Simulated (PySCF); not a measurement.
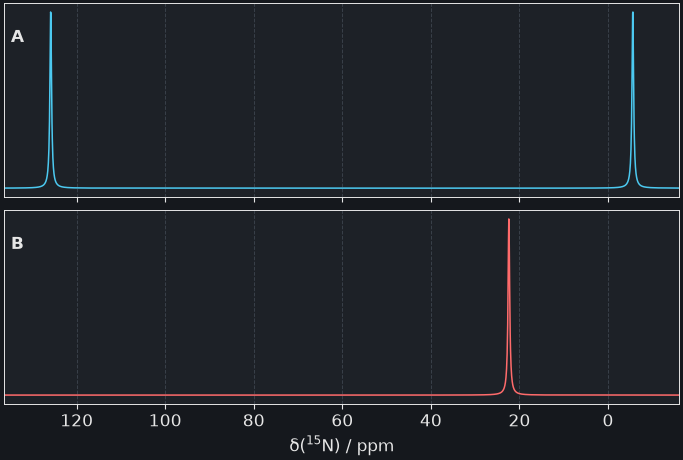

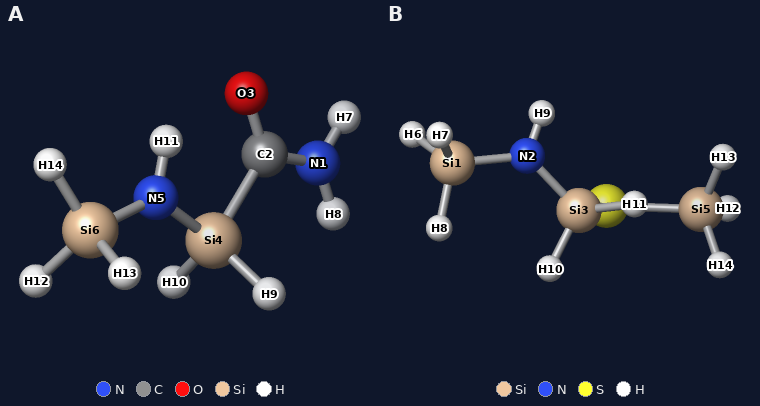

Related molecules: A is CH₈N₂OSi₂, SMILES NC(=O)[SiH2]N[SiH3]; B is Si₃NH₉S, SMILES [SiH3]N[SiH2]S[SiH3]. GIAO ¹⁵N shifts against NH₃ (¹⁵N: a single molecule, while the usual scales start at liquid NH₃ or nitromethane; multiply bonded nitrogen can come out tens of ppm too deshielded), ωB97X-D/pcSseg-2 in PySCF, at a PBE0-D3(BJ)/def2-SVP geometry (no frequency check); fully decoupled, line heights follow the number of nuclei within a panel, widths are arbitrary (no quadrupolar broadening); values of one conformer, averaged over nuclei that symmetry, rotation about single bonds or inversion at nitrogen exchange, these motions taken as fast; other conformers aren't averaged in.

Assign the ¹⁵N signals of each molecule.

A: 125.9 (N1); −5.6 (N5)
B: 22.4 (N2)
